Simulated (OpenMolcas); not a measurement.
Mo³⁺ complex: multiconfigurational calculation (part 2 of 2)

Continued. System: Mo³⁺ with 6 ligands (Br; octahedron, 2.68 Å), neutralised by 6 outer point charges of +0.5 e, whose field is part of the energies. Method: state-averaged CASSCF, active space 3 electrons in the shell 4d, basis ANO-RCC-VDZP on the metal and ANO-RCC-VDZP on the ligands, DKH2 scalar Hamiltonian, spin-orbit coupling by RASSI with atomic mean-field integrals (OpenMolcas).

## Output (extracts), continued
```
--- RASSI ---
SPIN-FREE ENERGIES:
  (Shifted by EMIN (a.u.) =     -19672.6682537595)

 SF State       Relative EMIN(au)   Rel lowest level(eV)    D:o, cm**(-1)

     1             0.0000000000        0.0000000000              0.0000
    11             0.0617553696        1.6804492148          13553.7370
    12             0.0617553696        1.6804492148          13553.7370
    13             0.0643972576        1.7523386504          14133.5644
    14             0.0643972576        1.7523386504          14133.5644
    15             0.0643972576        1.7523386504          14133.5644
     2             0.0647446098        1.7617905857          14209.7994
     3             0.0647446098        1.7617905857          14209.7994
     4             0.0647446098        1.7617905857          14209.7994
    16             0.0912201482        2.4822266862          20020.5084
    17             0.0912201482        2.4822266862          20020.5084
    18             0.0912201482        2.4822266862          20020.5084
     5             0.0931151507        2.5337923313          20436.4134
     6             0.0931151507        2.5337923313          20436.4134
     7             0.0931151512        2.5337923452          20436.4135
    19             0.1145892750        3.1181330208          25149.4389
    20             0.1197737655        3.2592101959          26287.3030
    21             0.1197737655        3.2592101959          26287.3030
    22             0.1197737655        3.2592101959          26287.3030
    23             0.1247526159        3.3946916157          27380.0344
    24             0.1247526159        3.3946916157          27380.0344
    25             0.1247526159        3.3946916157          27380.0344
    26             0.1324249337        3.6034660207          29063.9135
    27             0.1324249337        3.6034660207          29063.9135
    28             0.1412595076        3.8438670209          31002.8783
    29             0.1412595076        3.8438670209          31002.8783
    30             0.1412595076        3.8438670209          31002.8783
    10             0.1470081396        4.0002952690          32264.5573
     9             0.1470081396        4.0002952690          32264.5573
     8             0.1470081396        4.0002952690          32264.5573
    31             0.1654584554        4.5023539386          36313.9335
    32             0.1654584554        4.5023539386          36313.9335
    33             0.1654584554        4.5023539386          36313.9335
    34             0.1717835040        4.6744672781          37702.1212
    35             0.1851890873        5.0392517840          40644.3067
    36             0.1851890873        5.0392517840          40644.3067
    37             0.1851890873        5.0392517840          40644.3067
    38             0.1904003018        5.1810561548          41788.0361
    39             0.1904003018        5.1810561548          41788.0361
    40             0.1904003018        5.1810561548          41788.0361
Eigenvalues of complex Hamiltonian:
   -----------------------------------
  (Shifted by EMIN (a.u.) =     -19672.6682537595)

 SO State       Relative EMIN(au)   Rel lowest level(eV)    D:o, cm**(-1)

     1            -0.0004046572        0.0000000000              0.0000
     2            -0.0004046572        0.0000000000              0.0000
     3            -0.0004046572        0.0000000001              0.0000
     4            -0.0004046572        0.0000000001              0.0000
     5             0.0594877217        1.6297546556          13144.8578
     6             0.0594877217        1.6297546556          13144.8578
     7             0.0594877218        1.6297546561          13144.8578
     8             0.0594877218        1.6297546561          13144.8578
     9             0.0629196425        1.7231419770          13898.0773
    10             0.0629196425        1.7231419770          13898.0773
    11             0.0629196425        1.7231419774          13898.0773
    12             0.0629196425        1.7231419774          13898.0773
    13             0.0630778602        1.7274472994          13932.8021
    14             0.0630778602        1.7274472994          13932.8021
    15             0.0631939870        1.7306072713          13958.2890
    16             0.0631939870        1.7306072713          13958.2890
    17             0.0642011826        1.7580144592          14179.3429
    18             0.0642011826        1.7580144592          14179.3429
    19             0.0642011825        1.7580144579          14179.3429
    20             0.0642011825        1.7580144579          14179.3429
    21             0.0668915089        1.8312219678          14769.8012
    22             0.0668915089        1.8312219678          14769.8012
    23             0.0670304070        1.8350015771          14800.2858
    24             0.0670304070        1.8350015771          14800.2858
    25             0.0670304069        1.8350015759          14800.2858
    26             0.0670304069        1.8350015759          14800.2858
    27             0.0892414723        2.4393954542          19675.0512
    28             0.0892414723        2.4393954542          19675.0512
    29             0.0899105585        2.4576022169          19821.8987
    30             0.0899105585        2.4576022169          19821.8987
    31             0.0899105584        2.4576022154          19821.8986
    32             0.0899105584        2.4576022154          19821.8986
    33             0.0932547810        2.5486031472          20555.8707
    34             0.0932547810        2.5486031472          20555.8707
    35             0.0936057646        2.5581538966          20632.9027
    36             0.0936057645        2.5581538954          20632.9026
    37             0.0936057645        2.5581538954          20632.9026
    38             0.0936057646        2.5581538966          20632.9027
    39             0.0943401843        2.5781384758          20794.0892
    40             0.0943401843        2.5781384765          20794.0892
    41             0.0943401843        2.5781384758          20794.0892
Weights of the five most important spin-orbit-free states for each spin-orbit state.

 SO State  Total energy (au)           Spin-free states, spin, and weights
 -------------------------------------------------------------------------------------------------------
    1        -0.000405       1 1.5  0.9948    4 1.5  0.0018   18 0.5  0.0010   17 0.5  0.0009    2 1.5  0.0006
    2        -0.000405       1 1.5  0.9948    4 1.5  0.0018   17 0.5  0.0010   18 0.5  0.0009    3 1.5  0.0006
    3        -0.000405       1 1.5  0.9948    3 1.5  0.0014    2 1.5  0.0013   16 0.5  0.0013   17 0.5  0.0004
    4        -0.000405       1 1.5  0.9948    2 1.5  0.0015    3 1.5  0.0013   16 0.5  0.0012   18 0.5  0.0004
    5         0.059488      12 0.5  0.7161    4 1.5  0.1691    3 1.5  0.0754    2 1.5  0.0237   16 0.5  0.0040
    6         0.059488      12 0.5  0.7161    4 1.5  0.1691    3 1.5  0.0754    2 1.5  0.0237   16 0.5  0.0040
    7         0.059488      11 0.5  0.7161    2 1.5  0.1551    3 1.5  0.1034    4 1.5  0.0097   17 0.5  0.0036
    8         0.059488      11 0.5  0.7161    2 1.5  0.1551    3 1.5  0.1034    4 1.5  0.0097   17 0.5  0.0036
    9         0.062920      15 0.5  0.4402   14 0.5  0.3196    4 1.5  0.0973    3 1.5  0.0786   13 0.5  0.0249
   10         0.062920      15 0.5  0.4402   14 0.5  0.3196    4 1.5  0.0973    3 1.5  0.0786   13 0.5  0.0249
   11         0.062920      13 0.5  0.4983   14 0.5  0.2035    2 1.5  0.1117   15 0.5  0.0829    3 1.5  0.0498
   12         0.062920      13 0.5  0.4983   14 0.5  0.2035    2 1.5  0.1117   15 0.5  0.0829    3 1.5  0.0498
```

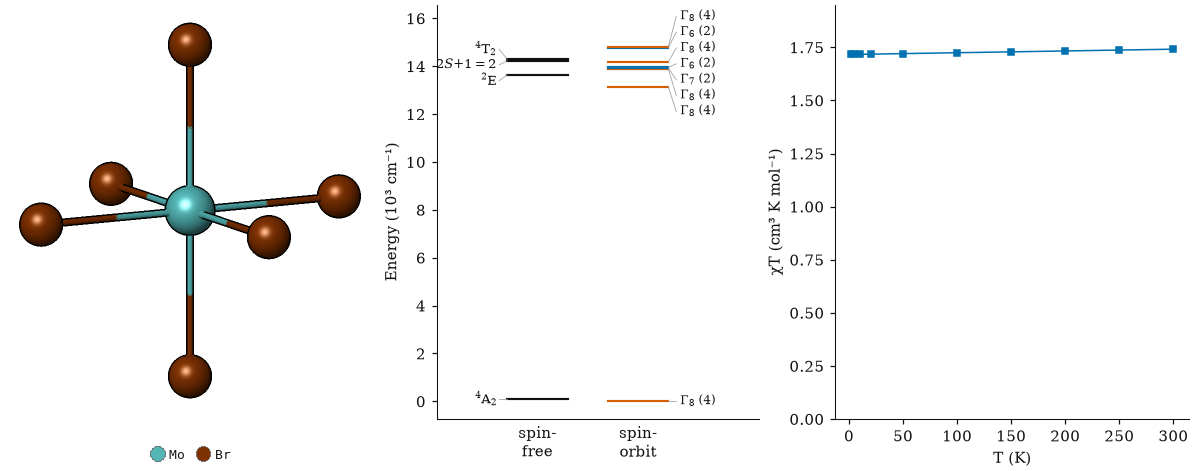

**Figure 1.** Mo³⁺ (4d³) with 6 ligands, Br⁻, at 2.68 Å (arrangement: octahedron, Oh), neutralised by outer point charges of +0.5 e, and its levels and susceptibility. Labels give the representation in O, Td, D4 or D3 as the site allows (double group for half-integer spin) where it could be assigned and, in brackets, the degeneracy; spin-free states, where drawn, share the zero of the spin-orbit levels. Powder susceptibility by Van Vleck's formula. The ground level is Γ₈, 4-fold degenerate, 100 % from states of spin multiplicity 4. The next level lies at 13,100 cm⁻¹ (Γ₈). The lowest spin-free state is ⁴A₂; of the same spin there follows at 14,200 cm⁻¹ (⁴T₂) above it. χT is 1.72 cm³ K mol⁻¹ at 2 K and 1.74 at 300 K, an effective moment of 3.73 μB. The active orbitals hold 79 to 93 % metal character (Löwdin), and the Mulliken charge of the metal is +1.11.

Outcome of the run: converged.
